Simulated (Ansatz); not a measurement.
## Molecular dynamics, with input and output: CH₆O₂Si (part 5 of 5)

CH₆O₂Si; RHF/def2-SVP (Ansatz 0.2.0). It belongs to a series of runs on one base structure; here: dynamics from the highest image of the converged band.

Geometry of the input (Å):
```
Si 0.1799  0.0719  -0.4069
O  0.4330  0.2322  1.4109
C  -0.0839  -0.4610  2.5216
H  -0.6583  -1.3343  2.2087
H  0.7326  -0.7863  3.1645
H  -0.7299  0.2079  3.0898
H  1.3991  -0.0417  0.6603
O  -0.6109  1.4039  -0.9759
H  -1.5549  1.4174  -0.9944
H  -0.8295  -1.0343  -0.4547
```

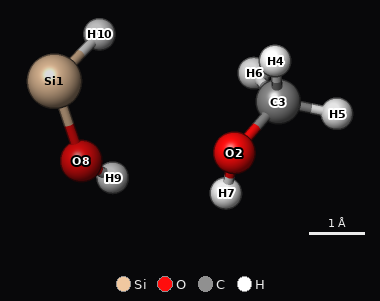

Figure 1. The geometry at step 175 of the log (ball-and-stick view, seen at a tilt; atoms are numbered from 1 in the order of the input).

## Trajectory as extended XYZ, continued
```
10
Properties=species:S:1:pos:R:3:forces:R:3 step=151 time_fs=75.5 energy=-13054.12348 temperature=989.2
Si   -0.0143   -0.0900   -1.1882    0.3700   0.4148   0.3050
O     0.8009    0.4202    2.2786    1.4662   0.4371  -1.4970
C    -0.1056   -0.5196    2.7309   -2.2169   2.1098   1.6142
H     0.1330   -1.5931    2.6975    0.6538   0.6782  -0.6886
H    -0.2672   -0.2546    3.7981   -0.2259  -0.7872  -0.2912
H    -1.0749   -0.3022    2.2405    0.2326  -0.8892   0.1533
H     0.4314    1.2536    1.9498    0.0287  -1.5647   0.6080
O    -0.5092    1.4699   -0.7439   -0.4061  -1.4476  -0.4110
H    -1.4441    1.3996   -0.6030   -0.0089   0.6883   0.3953
H    -1.2029   -0.8946   -0.5916    0.1064   0.3608  -0.1880
10
Properties=species:S:1:pos:R:3:forces:R:3 step=153 time_fs=76.5 energy=-13054.06054 temperature=928.2
Si   -0.0176   -0.0890   -1.2001    0.3597   0.3685   0.2885
O     0.7990    0.4273    2.2874    3.5253  -4.8072   0.5472
C    -0.1069   -0.5181    2.7374   -1.9817   2.0279   1.4208
H     0.1653   -1.5875    2.7101    0.5342   0.8267  -0.6082
H    -0.2815   -0.2437    3.7986   -0.2327  -0.8143  -0.2613
H    -1.0787   -0.3344    2.2343    0.3584  -0.7666   0.1449
H     0.4922    1.2027    1.9916   -2.2617   3.5146  -1.3332
O    -0.5055    1.4631   -0.7396   -0.3457  -1.2997  -0.4202
H    -1.4376    1.4134   -0.5819   -0.0428   0.6202   0.3941
H    -1.2073   -0.8943   -0.6127    0.0869   0.3299  -0.1724
10
Properties=species:S:1:pos:R:3:forces:R:3 step=156 time_fs=78.0 energy=-13054.00965 temperature=887.3
Si   -0.0223   -0.0872   -1.2178    0.3645   0.2984   0.2419
O     0.8002    0.4318    2.3014    4.0112  -7.3827   1.4607
C    -0.1116   -0.5127    2.7491   -1.3423   1.6253   0.9165
H     0.2228   -1.5644    2.7184    0.3171   0.8024  -0.4187
H    -0.3071   -0.2418    3.7955   -0.2701  -0.6908   0.0592
H    -1.0780   -0.3959    2.2273    0.3235  -0.4815   0.0266
H     0.5393    1.2006    2.0267   -3.0927   6.1019  -2.1294
O    -0.5002    1.4515   -0.7338   -0.4067  -0.9821  -0.3640
H    -1.4285    1.4449   -0.5433    0.0823   0.4770   0.3335
H    -1.2125   -0.8882   -0.6474    0.0132   0.2321  -0.1264
10
Properties=species:S:1:pos:R:3:forces:R:3 step=159 time_fs=79.5 energy=-13054.38675 temperature=1243.3
Si   -0.0266   -0.0852   -1.2353    0.3844   0.2137   0.1776
O     0.8065    0.4276    2.3169    1.0384   0.8113  -1.2881
C    -0.1187   -0.5045    2.7625   -0.6144   0.9619   0.3594
H     0.2871   -1.5244    2.7179    0.0871   0.4911  -0.1599
H    -0.3385   -0.2545    3.7938   -0.3230  -0.4422   0.4993
H    -1.0706   -0.4678    2.2208    0.1402  -0.1538  -0.1561
H     0.5263    1.3095    2.0229   -0.3761  -1.7034   0.6524
O    -0.4956    1.4385   -0.7284   -0.6012  -0.5459  -0.2134
H    -1.4172    1.4867   -0.4976    0.3577   0.2757   0.1959
H    -1.2174   -0.8772   -0.6848   -0.0931   0.0918  -0.0672
10
Properties=species:S:1:pos:R:3:forces:R:3 step=162 time_fs=81.0 energy=-13054.15012 temperature=1023.2
Si   -0.0307   -0.0830   -1.2527    0.3856   0.1368   0.1133
O     0.8144    0.4239    2.3310   -0.5324   4.2547  -2.0915
C    -0.1270   -0.4945    2.7766    0.1065   0.3140  -0.0550
H     0.3533   -1.4741    2.7139   -0.1465   0.0745   0.1350
H    -0.3768   -0.2768    3.8023   -0.2846  -0.1905   0.6217
H    -1.0599   -0.5429    2.2111    0.0553   0.1786  -0.2664
H     0.5021    1.3917    2.0294    0.7629  -4.6749   1.5647
O    -0.4917    1.4249   -0.7233   -0.6822  -0.0728  -0.0551
H    -1.3985    1.5343   -0.4477    0.5345   0.0414   0.0447
H    -1.2243   -0.8642   -0.7236   -0.1990  -0.0618  -0.0115
10
Properties=species:S:1:pos:R:3:forces:R:3 step=164 time_fs=82.0 energy=-13054.14433 temperature=1017.6
Si   -0.0333   -0.0815   -1.2642    0.3565   0.0853   0.0804
O     0.8194    0.4243    2.3388   -1.1086   4.5478  -1.9022
C    -0.1325   -0.4875    2.7860    0.5090  -0.1183  -0.1745
H     0.3960   -1.4390    2.7125   -0.3290  -0.1716   0.3363
H    -0.4057   -0.2943    3.8153   -0.1697  -0.0557   0.4035
H    -1.0521   -0.5913    2.2016    0.1208   0.3994  -0.2433
H     0.4937    1.3940    2.0514    0.9447  -4.6473   1.4957
O    -0.4896    1.4157   -0.7199   -0.5820   0.2096   0.0124
H    -1.3798    1.5668   -0.4137    0.5043  -0.0982  -0.0215
H    -1.2312   -0.8561   -0.7497   -0.2458  -0.1510   0.0133
10
Properties=species:S:1:pos:R:3:forces:R:3 step=167 time_fs=83.5 energy=-13054.37329 temperature=1231.0
Si   -0.0369   -0.0791   -1.2815    0.2467  -0.0067   0.0573
O     0.8255    0.4299    2.3486   -1.0875   2.1139  -0.7784
C    -0.1398   -0.4772    2.7998    1.0087  -0.8316  -0.1975
H     0.4535   -1.3901    2.7169   -0.6502  -0.4479   0.6108
H    -0.4516   -0.3211    3.8407    0.1007   0.1286  -0.1953
H    -1.0377   -0.6560    2.1833    0.3308   0.7215  -0.0871
H     0.4970    1.3193    2.1095    0.2709  -1.7288   0.5764
O    -0.4872    1.4022   -0.7149   -0.2432   0.5271   0.0361
H    -1.3433    1.6136   -0.3632    0.2720  -0.2379  -0.0440
H    -1.2459   -0.8468   -0.7887   -0.2490  -0.2383   0.0217
10
Properties=species:S:1:pos:R:3:forces:R:3 step=170 time_fs=85.0 energy=-13054.03527 temperature=910.8
Si   -0.0404   -0.0768   -1.2987    0.0593  -0.1240   0.0676
O     0.8305    0.4378    2.3574    1.0973  -5.1022   1.2975
C    -0.1454   -0.4685    2.8133    1.4468  -1.5326  -0.2160
H     0.4971   -1.3507    2.7344   -0.9235  -0.6521   0.7918
H    -0.4954   -0.3452    3.8620    0.3580   0.3355  -0.7000
H    -1.0162   -0.7054    2.1631    0.4833   0.9680   0.0878
H     0.5021    1.2168    2.1780   -2.4841   5.9407  -1.3181
O    -0.4850    1.3893   -0.7098    0.0976   0.7335   0.0230
H    -1.3010    1.6554   -0.3135    0.0259  -0.3111  -0.0302
H    -1.2659   -0.8425   -0.8271   -0.1605  -0.2557  -0.0033
10
Properties=species:S:1:pos:R:3:forces:R:3 step=173 time_fs=86.5 energy=-13054.02237 temperature=893.2
Si   -0.0437   -0.0746   -1.3159   -0.1655  -0.2706   0.0962
O     0.8366    0.4398    2.3677    0.0359  -3.1753   0.9625
C    -0.1483   -0.4624    2.8263    1.7835  -2.0359  -0.3291
H     0.5210   -1.3253    2.7687   -1.0097  -0.8409   0.8347
H    -0.5317   -0.3620    3.8689    0.4504   0.5506  -0.7953
H    -0.9848   -0.7342    2.1447    0.4070   1.0354   0.1575
H     0.4602    1.2249    2.2228   -1.6826   4.4205  -0.8781
O    -0.4827    1.3775   -0.7047    0.2326   0.9209   0.0835
H    -1.2577    1.6905   -0.2646   -0.0470  -0.3946  -0.0850
H    -1.2891   -0.8436   -0.8657   -0.0046  -0.2100  -0.0470
10
Properties=species:S:1:pos:R:3:forces:R:3 step=175 time_fs=87.5 energy=-13054.11809 temperature=984.0
Si   -0.0461   -0.0732   -1.3272   -0.3102  -0.3661   0.1152
O     0.8409    0.4384    2.3753   -2.5338   1.9787   0.1666
C    -0.1486   -0.4604    2.8347    1.9856  -2.1307  -0.4840
H     0.5250   -1.3182    2.8015   -0.9404  -0.9294   0.7814
H    -0.5507   -0.3668    3.8642    0.3880   0.6826  -0.6074
H    -0.9588   -0.7411    2.1342    0.2195   0.9617   0.1175
H     0.4096    1.2886    2.2407    0.8714  -0.6118  -0.0155
O    -0.4811    1.3703   -0.7012    0.2308   1.0384   0.1639
H    -1.2294    1.7092   -0.2329   -0.0222  -0.4652  -0.1630
H    -1.3049   -0.8470   -0.8920    0.1113  -0.1580  -0.0748
10
Properties=species:S:1:pos:R:3:forces:R:3 step=178 time_fs=89.0 energy=-13053.85632 temperature=739.6
Si   -0.0498   -0.0714   -1.3443   -0.4871  -0.4661   0.1317
O     0.8442    0.4388    2.3870   -4.1621   5.0541  -0.0578
C    -0.1458   -0.4605    2.8465    2.2871  -1.9292  -0.7817
H     0.5147   -1.3241    2.8643   -0.7156  -0.8961   0.5897
H    -0.5726   -0.3616    3.8472    0.1463   0.8482  -0.0883
H    -0.9167   -0.7347    2.1202   -0.1648   0.7089  -0.0442
H     0.3526    1.3674    2.2677    2.6056  -3.8377   0.3528
O    -0.4783    1.3607   -0.6958    0.2523   1.1204   0.2447
H    -1.1873    1.7289   -0.1885   -0.0243  -0.5309  -0.2468
H    -1.3263   -0.8546   -0.9327    0.2627  -0.0717  -0.1000
10
Properties=species:S:1:pos:R:3:forces:R:3 step=181 time_fs=90.5 energy=-13053.97086 temperature=849.6
Si   -0.0538   -0.0699   -1.3612   -0.5861  -0.4977   0.1243
O     0.8421    0.4458    2.3986   -3.8065   4.5360   0.2043
C    -0.1390   -0.4641    2.8569    2.3864  -1.5675  -0.9371
H     0.4889   -1.3489    2.9397   -0.4920  -0.5904   0.2965
H    -0.5915   -0.3382    3.8283   -0.1197   0.9336   0.3407
H    -0.8781   -0.7131    2.1053   -0.4774   0.3705  -0.1735
H     0.3491    1.3685    2.3017    2.5058  -3.7329   0.2462
O    -0.4752    1.3525   -0.6901    0.4076   1.0281   0.1921
H    -1.1459    1.7373   -0.1492   -0.1725  -0.4837  -0.1967
H    -1.3421   -0.8638   -0.9756    0.3545   0.0040  -0.0968
10
Properties=species:S:1:pos:R:3:forces:R:3 step=184 time_fs=92.0 energy=-13054.33577 temperature=1192.2
Si   -0.0583   -0.0688   -1.3780   -0.5906  -0.4567   0.0918
O     0.8350    0.4586    2.4106   -1.3076   0.1990   0.7295
C    -0.1279   -0.4706    2.8656    1.9067  -1.1161  -0.7300
H     0.4524   -1.3861    3.0213   -0.3193  -0.0591  -0.0616
H    -0.6126   -0.2950    3.8157   -0.1571   0.8426   0.2484
H    -0.8493   -0.6836    2.0871   -0.5131   0.0418  -0.0649
H     0.3964    1.2946    2.3406    0.3829   0.0446  -0.1426
O    -0.4715    1.3458   -0.6841    0.6061   0.8201   0.0500
H    -1.1084    1.7354   -0.1140   -0.3741  -0.3683  -0.0573
H    -1.3504   -0.8730   -1.0204    0.3661   0.0522  -0.0633
10
Properties=species:S:1:pos:R:3:forces:R:3 step=186 time_fs=93.0 energy=-13054.17149 temperature=1038.9
Si   -0.0616   -0.0683   -1.3892   -0.5397  -0.3926   0.0593
O     0.8291    0.4676    2.4190    1.8385  -5.5303   1.1356
C    -0.1186   -0.4760    2.8707    1.1831  -0.6690  -0.4316
H     0.4240   -1.4123    3.0755   -0.1919   0.3189  -0.3032
H    -0.6285   -0.2560    3.8105   -0.0114   0.6372  -0.0901
H    -0.8362   -0.6630    2.0740   -0.3758  -0.1580   0.1513
H     0.4353    1.2411    2.3653   -2.4526   5.3567  -0.4815
O    -0.4686    1.3419   -0.6801    0.6626   0.6955  -0.0090
H    -1.0876    1.7295   -0.0914   -0.4391  -0.3222  -0.0050
H    -1.3516   -0.8785   -1.0512    0.3262   0.0638  -0.0260
10
Properties=species:S:1:pos:R:3:forces:R:3 step=189 time_fs=94.5 energy=-13054.15706 temperature=1024.3
Si   -0.0668   -0.0678   -1.4059   -0.3881  -0.2612   0.0011
O     0.8225    0.4746    2.4330    2.5133  -5.7674   0.8917
C    -0.1031   -0.4850    2.8778   -0.3322   0.2472   0.0473
H     0.3785   -1.4451    3.1507    0.0691   0.7180  -0.5868
H    -0.6518   -0.1871    3.7999    0.2978   0.1291  -0.6280
H    -0.8226   -0.6355    2.0579   -0.0927  -0.4527   0.5194
H     0.4479    1.2604    2.3942   -2.4648   5.0840  -0.2581
O    -0.4635    1.3369   -0.6740    0.5709   0.6096   0.0506
H    -1.0640    1.7149   -0.0578   -0.3763  -0.3580  -0.0835
H    -1.3477   -0.8857   -1.0976    0.2031   0.0514   0.0464
10
Properties=species:S:1:pos:R:3:forces:R:3 step=192 time_fs=96.0 energy=-13054.17788 temperature=1043.8
Si   -0.0724   -0.0674   -1.4226   -0.1735  -0.0939  -0.0577
O     0.8190    0.4745    2.4481    0.0560   1.5139   0.2773
C    -0.0881   -0.4936    2.8849   -1.8560   1.2745   0.3609
H     0.3347   -1.4629    3.2136    0.4050   0.7965  -0.6987
H    -0.6689   -0.1155    3.7763    0.4792  -0.4499  -0.8079
H    -0.8113   -0.6177    2.0526    0.0917  -0.7244   0.6901
H     0.4127    1.3770    2.4177    0.8187  -2.4500   0.1703
O    -0.4576    1.3327   -0.6679    0.3928   0.5623   0.1879
H    -1.0485    1.6925   -0.0261   -0.2415  -0.4411  -0.2521
H    -1.3396   -0.8919   -1.1430    0.0275   0.0120   0.1299
10
Properties=species:S:1:pos:R:3:forces:R:3 step=195 time_fs=97.5 energy=-13053.78564 temperature=672.0
Si   -0.0780   -0.0671   -1.4394    0.0536   0.1030  -0.1045
O     0.8158    0.4759    2.4636   -0.1697   3.8033  -0.0372
C    -0.0765   -0.4999    2.8926   -2.7796   2.1743   0.3978
H     0.2996   -1.4640    3.2617    0.7446   0.5968  -0.6179
H    -0.6762   -0.0534    3.7361    0.3900  -0.8601  -0.5076
H    -0.7982   -0.6153    2.0617    0.0920  -0.9125   0.5264
H     0.3907    1.4503    2.4443    1.7190  -4.8378   0.2353
O    -0.4512    1.3293   -0.6615    0.3154   0.4074   0.1981
H    -1.0383    1.6607    0.0003   -0.2082  -0.4412  -0.3035
H    -1.3309   -0.8978   -1.1856   -0.1571  -0.0332   0.2132
10
Properties=species:S:1:pos:R:3:forces:R:3 step=197 time_fs=98.5 energy=-13053.79560 temperature=680.7
Si   -0.0818   -0.0669   -1.4506    0.1825   0.2317  -0.1249
O     0.8136    0.4796    2.4740    0.2505   3.5189  -0.1696
C    -0.0714   -0.5020    2.8982   -2.9061   2.5623   0.2752
H     0.2846   -1.4573    3.2863    0.9259   0.3900  -0.4832
H    -0.6763   -0.0217    3.7029    0.1567  -0.9542  -0.0769
H    -0.7884   -0.6244    2.0742    0.0019  -0.9716   0.2502
H     0.3956    1.4441    2.4648    1.5664  -4.5797   0.2012
O    -0.4467    1.3273   -0.6571    0.3395   0.2388   0.1085
H    -1.0341    1.6342    0.0144   -0.2607  -0.3857  -0.2428
H    -1.3267   -0.9021   -1.2115   -0.2564  -0.0505   0.2622
10
Properties=species:S:1:pos:R:3:forces:R:3 step=200 time_fs=100.0 energy=-13054.05772 temperature=924.3
Si   -0.0873   -0.0664   -1.4675    0.3025   0.3876  -0.1353
O     0.8107    0.4886    2.4893    1.9252  -0.3113  -0.3301
C    -0.0680   -0.5013    2.9068   -2.3969   2.6372  -0.0803
H     0.2790   -1.4408    3.3150    1.0621   0.1525  -0.2463
H    -0.6747    0.0091    3.6533   -0.3868  -0.7950   0.7417
H    -0.7740   -0.6555    2.0965   -0.1535  -0.9418  -0.2486
H     0.4283    1.3594    2.4990   -0.0585  -0.7742   0.1589
O    -0.4396    1.3246   -0.6504    0.3854  -0.0322  -0.0526
H    -1.0326    1.5878    0.0314   -0.3480  -0.2872  -0.1253
H    -1.3252   -0.9093   -1.2456   -0.3314  -0.0357   0.3180
```

## Key numbers

- outcome: finished
- mean temperature over the second half: 973 K
- trajectory: 200 steps, 100 fs
- ensemble: nve
- temperature in the input: 100.0 K
- time step: 0.5 fs
- potential energy (last step): −13054.0577 eV
- mean-field energy (last step): −13054.0577 eV
- largest force (length of the vector) (last step): 3.565 eV/Å
- wall time: 3.8 min
- peak memory: 0.15 GiB

So short a trajectory is not equilibrated.
